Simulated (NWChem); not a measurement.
**CSeO (carbonyl selenide) at 3 levels**

Aim: a comparison of 3 runs (HF/3-21G, B3LYP/6-31G*, PBE0/def2-TZVP) of CSeO (carbonyl selenide). 

The results are computed with NWChem 7.3.0.

1 further run of the same task is left out (set aside as unsound or not needed). Runs told in other sessions of the task aren't counted.

### 1 The structure to begin with

CSeO: 3 atoms, total charge 0, spin state singlet. As SMILES, `O=C=[Se]`. Geometry: relaxed at PBE0-D4/def2-TZVP.

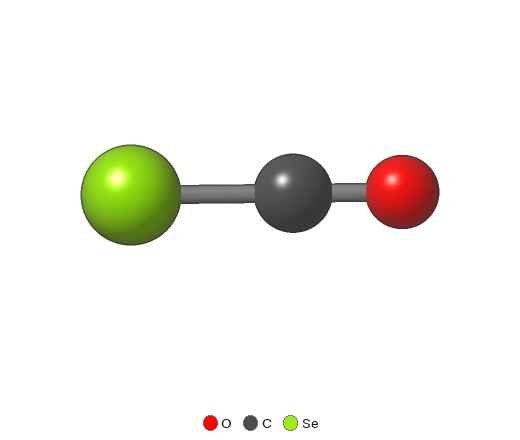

The structure, seen from a chosen angle (oxygen red, carbon dark grey, selenium green).

### 2 Energy and gradient at HF/3-21G (run 1)

run.py reads:

```python
from ase import Atoms
from ase.calculators.nwchem import NWChem

mol = Atoms(['O', 'C', 'Se'], positions=[
    [-0.819960, 0.994920, -0.346520],
    [-0.114120, 0.138480, -0.048230],
    [0.934090, -1.133390, 0.394750],
])

calc = NWChem(
    label='nw',
    theory='scf',
    memory='2200 mb',
    basis='3-21G',
    basispar='spherical bse',
    scf={'nopen': '0', 'rhf': None, 'thresh': '1e-08', 'maxiter': '80'},
)
mol.calc = calc

forces = mol.get_forces()
print("Total energy (eV):", round(mol.get_potential_energy(), 6))
print("forces (eV/A):")
for s, f in zip(mol.symbols, forces):
    print(f"{s:2s} {f[0]:10.5f} {f[1]:10.5f} {f[2]:10.5f}")
print("dipole (e A):", mol.get_dipole_moment().round(4))
```

The run is started by

```console
$ export ASE_NWCHEM_COMMAND="nwchem PREFIX.nwi > PREFIX.nwo"
$ python run.py
```

The program printed:

```text
Total energy (eV): -68044.331187
forces (eV/A):
O     0.53448   -0.64848    0.22585
C    -1.68268    2.04171   -0.71112
Se    1.14820   -1.39318    0.48522
dipole (e A): [ 0.0251 -0.0304  0.0106]
```

The calculator wrote nw.nwi:

```
title "nw"

permanent_dir nw

scratch_dir nw

start nw

geometry units angstrom nocenter noautosym noautoz
  O  -8.1996000000000002e-01 9.9492000000000003e-01 -3.4651999999999999e-01
  C  -1.1412000000000000e-01 1.3847999999999999e-01 -4.8230000000000002e-02
  Se 9.3408999999999998e-01 -1.1333899999999999e+00 3.9474999999999999e-01
end

memory 2200 mb

basis spherical bse noprint
   * library 3-21G
end

scf
  nopen 0
  rhf
  thresh 1e-08
  maxiter 80
end

task scf gradient
```

nw.nwo:

```text
Northwest Computational Chemistry Package (NWChem) 7.3.0
             --------------------------------------------------------

           Job information
           ---------------

    nwchem branch   = 7.3.0
    use scalapack   = T
    input           = nw.nwi
    prefix          = nw.
    data base       = nw/nw.db
    status          = startup
    nproc           =        1

           Memory information
           ------------------

[... 5 lines left out ...]
    hardfail = no
[... 115 lines left out ...]
         Quadratically convergent ROHF
[... 14 lines left out ...]
       Final RHF  results
[... 4 lines left out ...]
      Two-electron energy =   1117.263515196476
[... 43 lines left out ...]
                       ROHF Final Molecular Orbital Analysis
[... 208 lines left out ...]
                 ----------------------------------------
                 |  Time  |  1-e(secs)   |  2-e(secs)   |
                 ----------------------------------------
                 |  CPU   |       0.00   |       0.59   |
                 ----------------------------------------
                 |  WALL  |       0.00   |       0.59   |
                 ----------------------------------------

 Task  times  cpu:        2.1s     wall:        2.1s
 Total times  cpu:        2.1s     wall:        2.1s
```

It took 3.3 s on 1 thread of AMD EPYC 7B13 (Zen 3), shared host; peak memory 0.1 GiB.

### 3 Energy and forces at B3LYP/6-31G(d) (Cartesian functions) (run 2)

cose.nw reads:

```
start cose
title "COSe"
memory stack 880 mb heap 220 mb global 1100 mb

geometry noautosym nocenter noautoz
 O    -0.819960    0.994920   -0.346520
 C    -0.114120    0.138480   -0.048230
 Se    0.934090   -1.133390    0.394750
end

basis cartesian
 * library 6-31G*
end

dft
 xc b3lyp
 grid xfine
 convergence energy 1e-08
 maxiter 100
 mulliken
 print low
end

task dft gradient
```

The run is started by

```console
$ nwchem cose.nw > cose.out
```

The program printed:

```text
[...]
 d= 0,ls=0.0,diis     1  -2514.5185861978 -2.65D+03  2.13D-02  2.00D+00     1.5
[...]
 d= 0,ls=0.0,diis    11  -2514.6340868472 -2.07D-09  8.50D-07  4.42D-09    10.9
         Total DFT energy =    -2514.634086847200
      One electron energy =    -3766.413687352724
           Coulomb energy =     1217.106846569810
    Exchange-Corr. energy =     -101.084489450828
 Nuclear repulsion energy =      135.757243386541
[...]
      Total Density - Mulliken Population Analysis
     ---------------------------------------------
    Atom       Charge   Shell Charges
 -----------   ------   -------------------------------------------------------
    1 O    8     8.27   1.99  0.93  2.86  0.98  1.50  0.01
    2 C    6     5.63   1.99  0.77  1.87  0.43  0.53  0.04
    3 Se  34    34.11   2.00  1.99  6.00  1.93  5.98  1.60  3.14  0.34  1.01  6.99  2.96  0.17
[...]
                         DFT ENERGY GRADIENTS
    atom               coordinates                        gradient
                 x          y          z           x          y          z
   1 O      -1.549500   1.880126  -0.654828    0.018215  -0.022102   0.007698
   2 C      -0.215656   0.261689  -0.091141   -0.010677   0.012956  -0.004512
   3 Se      1.765174  -2.141797   0.745969   -0.007538   0.009146  -0.003185
 Task  times  cpu:       15.9s     wall:       15.9s
 Total times  cpu:       15.9s     wall:       15.9s
```

It took 17 s on 1 thread of AMD EPYC 7B13 (Zen 3), shared host; peak memory 0.12 GiB.

### 4 Energy and gradient at PBE0/def2-TZVP (run 3)

nw.xyz reads:

```xyz
3

O     -0.819960     0.994920    -0.346520
C     -0.114120     0.138480    -0.048230
Se     0.934090    -1.133390     0.394750
```

nw.nw reads:

```
start nw
memory 2200 mb
charge 0
geometry noautosym nocenter noautoz
  load format xyz nw.xyz
end
basis spherical bse
  * library def2-TZVP
end
dft
  xc pbe0
  grid fine
  convergence energy 1e-08
  maxiter 100
  mulliken
end
task dft gradient
```

The run is started by

```console
$ nwchem nw.nw > nw.out
```

The program printed:

```text
[...]
          Wavefunction type:  closed shell.
          No. of atoms     :     3
          No. of electrons :    48
[...]
          Charge           :     0
          Spin multiplicity:     1
[...]
          AO basis - number of functions:   110
[...]
              XC Information
              --------------
                         PBE0 Method XC Functional
                     Hartree-Fock (Exact) Exchange  0.250
          PerdewBurkeErnzerhof Exchange Functional  0.750
            Perdew 1991 LDA Correlation Functional  1.000 local
           PerdewBurkeErnz. Correlation Functional  1.000 non-local
[...]
 d= 0,ls=0.0,diis     1  -2514.4319427728 -2.65D+03  8.49D-03  1.12D+00     3.7
[...]
 d= 0,ls=0.0,diis    11  -2514.5332071013 -9.55D-11  1.87D-07  1.97D-09    27.3
         Total DFT energy =    -2514.533207101317
      One electron energy =    -3767.456570729101
           Coulomb energy =     1217.886102172763
    Exchange-Corr. energy =     -100.719981931520
 Nuclear repulsion energy =      135.757243386541
[...]
  wavefunction    = closed shell
                         DFT ENERGY GRADIENTS
    atom               coordinates                        gradient
                 x          y          z           x          y          z
   1 O      -1.549500   1.880126  -0.654828    0.000046  -0.000056   0.000020
   2 C      -0.215656   0.261689  -0.091141    0.000004  -0.000004   0.000001
   3 Se      1.765174  -2.141797   0.745969   -0.000050   0.000060  -0.000021
[...]
```

Run time: 46 s. Hardware: 1 thread of AMD EPYC 7B13 (Zen 3), shared host; peak memory 0.13 GiB.

### 5 All runs side by side

```tsv
run	level	Cartesian functions	iteration cap	energy (Eh)	dipole moment (D)	HOMO energy (eV)	LUMO energy (eV)	wall time
1	HF/3-21G	no	80	-2500.583069	0.20	-10.21	3.17	3.3 s
2	B3LYP/6-31G* (Cartesian functions)	yes	100	-2514.634087	–	–	–	17 s
3	PBE0/def2-TZVP	no	100	-2514.533207	0.72	-8.07	-1.01	46 s
```

### 6 Summary of results

| quantity | value |
| --- | --- |
| run 3: total energy | -2514.53321 Eh |
| run 3: dipole moment | 0.72 D |
| run 3: HOMO energy | -8.07 eV |
| run 3: LUMO energy | -1.01 eV |
| run 3: HOMO–LUMO gap | 7.05 eV |
| run 3: largest force on an atom | 0.004 eV/Å |

Totals of different functionals can't be ranked against each other. All runs together took 65 s, the longest 46 s.
